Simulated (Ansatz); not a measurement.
# One shape, several levels: HNO2 (nitrous acid)

Aim: a comparison of 6 runs (BHLYP/STO-3G, PBE/STO-3G, r2SCAN/STO-3G, revPBE/STO-3G, wB97M-V/STO-3G, FCI/STO-3G) of HNO2 (nitrous acid). 

Program for the calculation: Ansatz 0.2.0.

54 further runs of the same task are left out: 1 that didn't finish, 53 set aside as unsound or not needed.

## (1) Starting point

HNO2 has 4 atoms, charge 0, and is taken as a singlet. As SMILES, `O=NO`. The O3–N2 distance was set to 1.741 Å, away from the relaxed value.

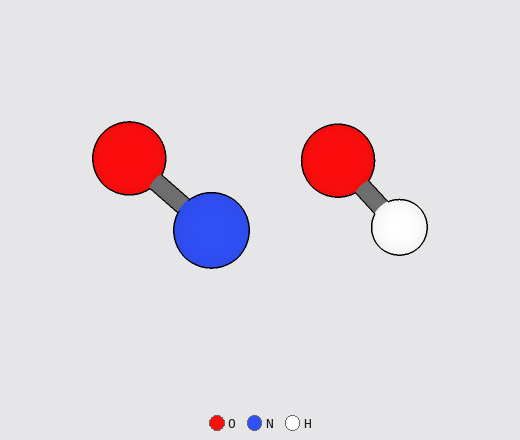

The structure, seen from a chosen angle (oxygen red, nitrogen blue, hydrogen white).

## (2) A single-point energy at BHLYP/STO-3G (run 1)

run.yaml

```yaml
crystal:
  periodic: [false, false, false]
  atoms:
    - symbol: O
      position_ang: [0.593836, -0.161132, 1.694458]
    - symbol: N
      position_ang: [0.488446, -0.618242, 0.610428]
    - symbol: O
      position_ang: [-0.357270, 0.415910, -0.505360]
    - symbol: H
      position_ang: [-0.386730, -0.050180, -1.353230]
basis:
  gaussian:
    orbitals: STO-3G
accuracy: high
hamiltonian:
  xc: {name: BHLYP}
```

The run is started by

```bash
ansatz run run.yaml --threads 1 --pin off --max-ram 2610MiB --events-out events.jsonl --progress --plain --runs-dir runs
```

What it wrote:

```text
Warning: RAYON_NUM_THREADS=1 ignored (pool sized by the plan → 1); use --threads N
Functional definition: BHLYP
  name "BHLYP"
  parameter a = 0.5
  exchange = (1 - a)*b88_x + a*exact_x
  correlation = lyp_c
273 factors; integrals over basis functions are off by at most 2.3e-8 eV
mean field evaluation 1: about -5513.1964 eV, gradient 3.0e1 eV
mean field evaluation 2: about -5457.4149 eV, gradient 1.2e2 eV
mean field evaluation 4: about -5516.9531 eV, gradient 3.8e0 eV
mean field evaluation 8: about -5517.0982 eV, gradient 3.0e-1 eV
mean field evaluation 16: about -5517.0987 eV, gradient 1.7e-5 eV
mean field -5517.09871937 eV, -202.7496383130 hartree, gradient 5.3e-8 eV, S^2 0.000000; 0 other end points of the search recorded, 0 dependent functions left out
reference -5517.09873331 eV, -202.7496388252 hartree; 12, 12 occupied and 4, 4 virtual orbitals, 273 factors
Total energy: -5517.09873331 eV, -202.7496388252 hartree
```

Run time: 0.46 s. Hardware: 1 thread of Intel Xeon Platinum 8559C (Emerald Rapids), shared host.

## (3) The energy at PBE/STO-3G (run 2)

molecule.yaml

```yaml
basis:
  gaussian: {orbitals: STO-3G}
crystal:
  periodic: [false, false, false]
  atoms:
    - symbol: O
      position_ang: [0.593836, -0.161132, 1.694458]
    - symbol: N
      position_ang: [0.488446, -0.618242, 0.610428]
    - symbol: O
      position_ang: [-0.357270, 0.415910, -0.505360]
    - symbol: H
      position_ang: [-0.386730, -0.050180, -1.353230]
hamiltonian: {xc: {name: PBE}}
accuracy: high
```

The run is started by

```bash
ansatz run molecule.yaml --threads 1 --pin off --max-ram 2610MiB --events-out events.jsonl --progress --plain --runs-dir runs
```

What it wrote:

```text
Warning: RAYON_NUM_THREADS=1 ignored (pool sized by the plan → 1); use --threads N
Functional definition: PBE
  name "PBE"
  parameter kappa = 0.804
  parameter beta = 0.06672455060314922
  exchange = pbe_x(kappa = kappa, mu = beta*pi^2/3)
  correlation = pbe_c(beta = beta)
273 factors; integrals over basis functions are off by at most 2.3e-8 eV
mean field evaluation 1: about -5511.9963 eV, gradient 2.8e1 eV
mean field evaluation 2: about -5412.5465 eV, gradient 1.1e2 eV
mean field evaluation 4: about -5510.3325 eV, gradient 3.1e1 eV
mean field evaluation 8: about -5515.3639 eV, gradient 3.3e-2 eV
mean field -5515.30537580 eV, -202.6837341524 hartree, gradient 8.6e-8 eV, S^2 0.000000; 0 other end points of the search recorded, 0 dependent functions left out
reference -5515.30537704 eV, -202.6837341979 hartree; 12, 12 occupied and 4, 4 virtual orbitals, 273 factors
Total energy: -5515.30537704 eV, -202.6837341979 hartree
```

Wall time 0.48 s (1 thread of Intel Xeon Platinum 8559C (Emerald Rapids), shared host).

Run 3 isn't shown in full; the table further down has it.

## (4) The energy at revPBE/STO-3G (run 4)

Edit run.yaml of step 2 so:

```diff
@@ -1 +1,3 @@
+basis:
+  gaussian: {orbitals: STO-3G}
 crystal:
@@ -11,7 +13,3 @@
       position_ang: [-0.386730, -0.050180, -1.353230]
-basis:
-  gaussian:
-    orbitals: STO-3G
+hamiltonian: {xc: {name: revPBE}}
 accuracy: high
-hamiltonian:
-  xc: {name: BHLYP}
```

The run is started by

```bash
ansatz run run.yaml --threads 1 --pin off --max-ram 2610MiB --events-out events.jsonl --progress --plain --runs-dir runs
```

What it wrote:

```text
Warning: RAYON_NUM_THREADS=1 ignored (pool sized by the plan → 1); use --threads N
Functional definition: revPBE
  name "revPBE"
  parameter kappa = 1.245
[... 3 set-up lines as earlier in the session ...]
273 factors; integrals over basis functions are off by at most 2.3e-8 eV
mean field evaluation 1: about -5516.8021 eV, gradient 2.8e1 eV
mean field evaluation 2: about -5417.4826 eV, gradient 1.1e2 eV
mean field evaluation 4: about -5515.1545 eV, gradient 3.1e1 eV
mean field evaluation 8: about -5520.1535 eV, gradient 3.5e-2 eV
mean field -5520.09535883 eV, -202.8597627821 hartree, gradient 8.7e-8 eV, S^2 0.000000; 0 other end points of the search recorded, 0 dependent functions left out
reference -5520.09536037 eV, -202.8597628386 hartree; 12, 12 occupied and 4, 4 virtual orbitals, 273 factors
Total energy: -5520.09536037 eV, -202.8597628386 hartree
```

It took 0.62 s on 1 thread of Intel Xeon Platinum 8559C (Emerald Rapids), shared host.

Run 5 isn't shown in full; the table further down has it.

## (5) A single-point energy at FCI/STO-3G (run 6)

molecule.yaml

```yaml
crystal:
  periodic: [false, false, false]
  atoms:
    - {symbol: O, position_ang: [0.593836, -0.161132, 1.694458]}
    - {symbol: "N", position_ang: [0.488446, -0.618242, 0.610428]}
    - {symbol: O, position_ang: [-0.357270, 0.415910, -0.505360]}
    - {symbol: H, position_ang: [-0.386730, -0.050180, -1.353230]}
basis:
  gaussian: {orbitals: STO-3G}
correlation: {method: fci, frozen_orbitals: {H: 0, "N": 1, O: 1}}
accuracy: high
```

The run is started by

```bash
ansatz run molecule.yaml --threads 1 --pin off --max-ram 2610MiB --events-out events.jsonl --progress --plain --runs-dir runs
```

What it wrote, shortened:

```text
Warning: RAYON_NUM_THREADS=1 ignored (pool sized by the plan → 1); use --threads N
Functional definition: HF
  name "HF"
[...]
273 factors; integrals over basis functions are off by at most 2.3e-8 eV
[...]
mean field -5492.59618046 eV, -201.8491866165 hartree, gradient 1.6e-8 eV, S^2 0.000000; 0 other end points of the search recorded, 0 dependent functions left out; unrestricted orbitals would lower it
[...]
unrestricted determinant -5493.65720275 eV, -201.8881784666 hartree, S^2 0.9734
3 core orbitals not correlated: weight in the atoms' cores, before any rotation towards them, 1.000 or more for the frozen orbitals, at most 0.000 for the correlated occupied ones
reference -5492.59618046 eV, -201.8491866165 hartree; 9, 9 occupied and 4, 4 virtual orbitals, 273 factors
state -5499.36300944 eV, -202.0978629946 hartree
Total energy: -5499.36300944 eV, -202.0978629946 hartree
```

Run time: 1.6 s. Hardware: 1 thread of Intel Xeon Platinum 8559C (Emerald Rapids), shared host; peak memory 0.12 GiB.

## (6) All runs side by side

| run | level | frozen core orbitals | energy (Eh) | wall time |
| --- | --- | --- | --- | --- |
| 1 | BHLYP/STO-3G | – | -202.749639 | 0.46 s |
| 2 | PBE/STO-3G | – | -202.683734 | 0.48 s |
| 3 | r2SCAN/STO-3G | – | -202.816501 | 1 s |
| 4 | revPBE/STO-3G | – | -202.859763 | 0.62 s |
| 5 | wB97M-V/STO-3G | – | -202.863835 | 5.4 s |
| 6 | FCI/STO-3G | 3 | -202.097863 | 1.6 s |

## (7) Outcome

| quantity | value |
| --- | --- |
| run 6: total energy | -202.09786 Eh |
| run 6: correlation energy (3 core orbitals frozen) | -248.7 mEh |

Totals of different functionals can't be ranked against each other. In runs 1, 2, 3, 4, 5, 6 the basis is minimal, so the values are rough. All runs together took 9.6 s, the longest 5.4 s.
